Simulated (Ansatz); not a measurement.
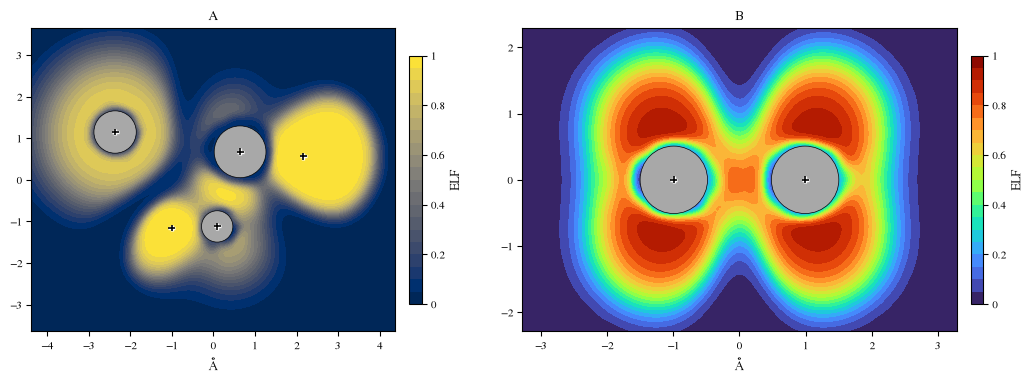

The ELF of 2 systems, each on a plane through atoms (crosses mark nuclei in the plane; grey discs cover the cores).

Computed with Ansatz, RKS PBE0-D4/def2-TZVPPD.

System 1: Cl···CH6Si (SMILES [Cl-].C[SiH3]) (charge −1), the plane of atoms Si3, C2 and H4. Geometry: PBE0-D4/def2-TZVPD.

```yaml
atoms:
  - { symbol: Cl, position_ang: [-0.6602, -0.1974, -2.6789] }
  - { symbol: C, position_ang: [-0.2133, 0.9832, 0.4165] }
  - { symbol: Si, position_ang: [0.3040, -0.7995, 0.1432] }
  - { symbol: H, position_ang: [-0.6010, 1.3870, -0.5187] }
  - { symbol: H, position_ang: [0.6444, 1.5749, 0.7514] }
  - { symbol: H, position_ang: [-0.9829, 1.0351, 1.1930] }
  - { symbol: H, position_ang: [-0.7984, -1.7603, -0.1014] }
  - { symbol: H, position_ang: [0.8162, -1.2221, 1.5165] }
  - { symbol: H, position_ang: [1.4912, -1.0009, -0.7217] }
```

System 2: Cl2, a plane that holds the molecular axis. Geometry: PBE0-D4/def2-TZVP.

```tsv
atom	x (Å)	y (Å)	z (Å)
Cl	-0.0863	-0.0450	1.6597
Cl	-0.1869	-0.0991	3.6387
```

Question: Which map belongs to which system?

Answer: Panel A is system 1, Cl···CH6Si: the plane holds Cl, C, Si and H. Si3···Cl1 (3.04 Å): the ELF peaks at about 0.90 in the valence shell of Cl, 0.8 Å from its nucleus, and is about 0.25 at the midpoint. Panel B is system 2, Cl2: the plane holds Cl. Cl–Cl (1.98 Å): the ELF peaks at about 0.75 between the atoms; localised, covalent bonding.
